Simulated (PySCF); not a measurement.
B(H2O)H3 (BH$_{5}$O).

Method: TPSS/def2-SVPD; geometry: GFN2-xTB; program: PySCF. No frequency check shows the geometry to be a minimum.

Geometry (Å), atoms numbered from 1:

```
B1      -0.9216    0.0002    0.0118
O2       0.7738    0.0000   -0.1169
H3       1.0160   -0.7863    0.3832
H4       1.0159    0.7862    0.3819
H5      -1.2440    0.9951   -0.5379
H6      -1.1267    0.0013    1.1852
H7      -1.2438   -0.9972   -0.5363
```

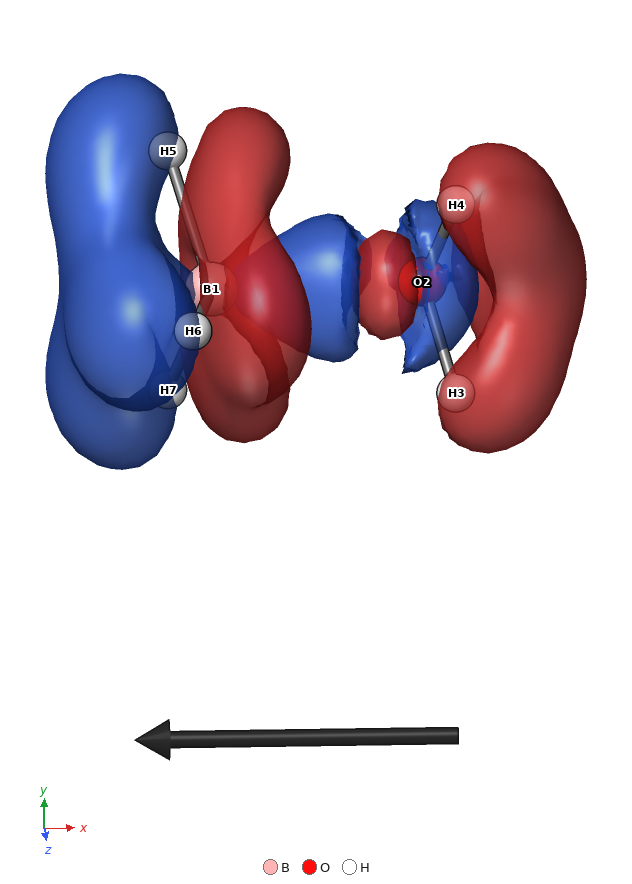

Change of the electron density in a uniform field of 0.21 V/Å along −x (arrow), surfaces at ±0.0015 e/Å³ (red: gain, blue: loss).

> How large is the response?

The induced dipole is 0.28 D (along the field); α along this axis, from the fields in both directions, is 28 bohr³ (4.1 Å³).

> Which atoms gain and lose the most charge?

Electrons gather most on O2 (Hirshfeld charge changes by −0.005 e) and leave H5 and H7 alike most (+0.003 e); 0.030 electrons are displaced in all.

The PySCF run took 12 s on 1 thread of Intel(R) Xeon(R) 6975P-C (Granite Rapids) (shared host), peak memory 0.39 GiB.
